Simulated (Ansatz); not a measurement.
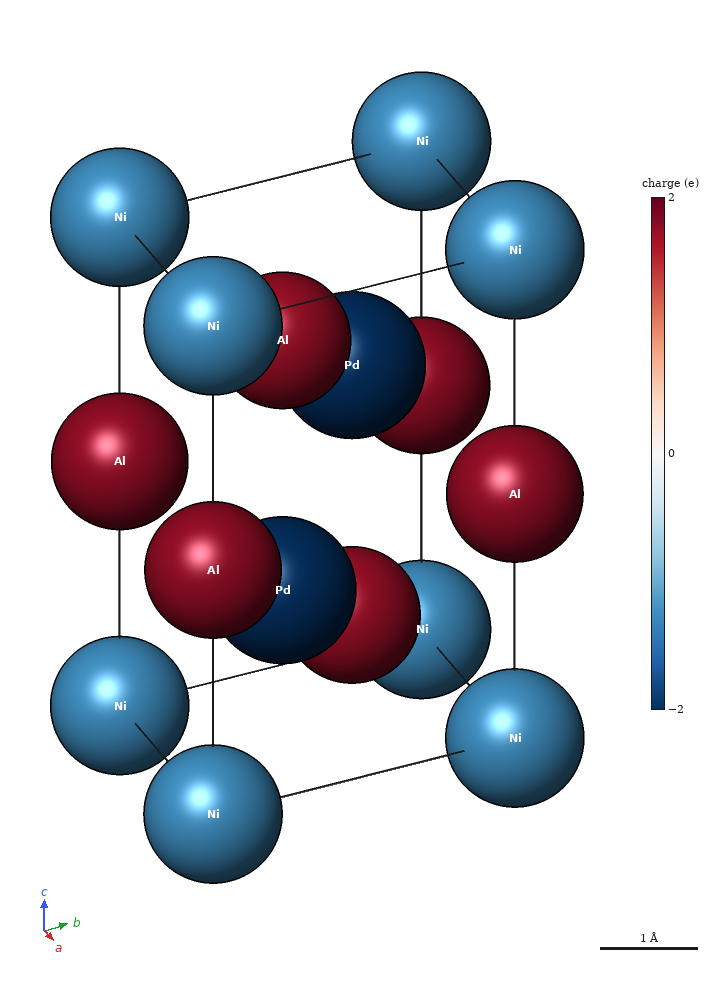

Structure drawing (spheres-only), viewed slightly off an axis. The edges of the simulation cell are marked. The atoms of this Al3NiPd2 cell are coloured by their Bader charge.

Method: DFT r2SCAN, scalar-relativistic, plane waves, PAW (Ansatz 0.2.0); wavefunction cutoff 500 eV, k-points on a 12×12×8 grid, Gaussian smearing of 0.1 eV, no spin polarisation (a spin-restricted run, not always the ground state).

> Summarise the charge transfer.

Most positive: Al; most negative: Pd. Charges: about Al +1.7 to +1.8 e; Ni -1.2 e; Pd -2.0 e.

The model was built from a structure type filled with these elements by a generator (whether the compound takes this form wasn't checked). Earlier steps of the study, as a rule a relaxation of our own, may have changed the cell and positions, so they can lie some per cent off the listed ones. Ansatz was used for an electronic-structure calculation on it.

At this level of theory the run's own cell isn't at rest (stretched, at -4 GPa), so its distances can differ from those at equilibrium, the more so the softer the solid.
